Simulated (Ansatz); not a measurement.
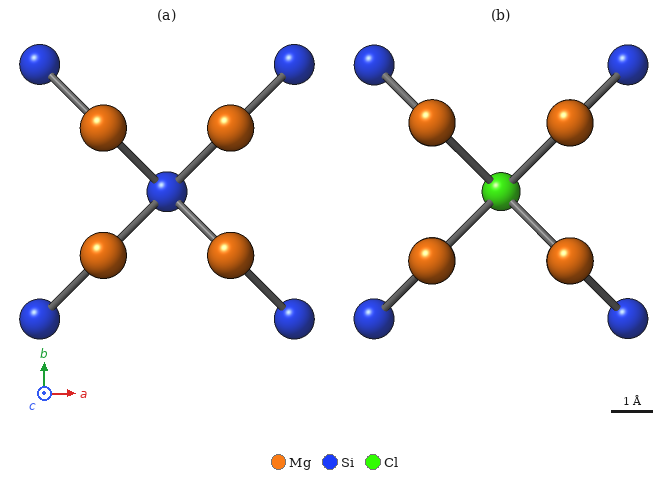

Left: perfect Mg₂Si. Right: the same region with one point defect, after relaxing the atoms in a supercell of 96 sites. Style: ball-and-stick. Shown: the atoms within 4.6 Å of one point, in a slice 3.4 Å thick across the line of sight, along the c axis.

Level of theory: DFT, PBEsol, PAW, plane waves (Ansatz). Set-up: plane-wave cutoff 420 eV; k-point mesh 1 × 1 × 1; mesh shifted by (0.25, 0.25, 0.25); no spin polarisation. Fermi-Dirac smearing of 0.01 eV. A uniform background neutralises the charged cell. The axes drawn are those of the host's conventional cell.

> Which defect is it?

A silicon atom is replaced by chlorine.

The charge state of the cell is +3.

> What does the relaxation do around it?

In the host the Si atom has 8 Mg at 2.74 Å; the Cl atom ends with 8 Mg at 2.96 to 2.98 Å. Of the host's atoms, a magnesium atom moves furthest from its site, by 0.24 Å.

Limits of the set-up: the cell is charged, on a uniform background, and energies carry no finite-size correction.
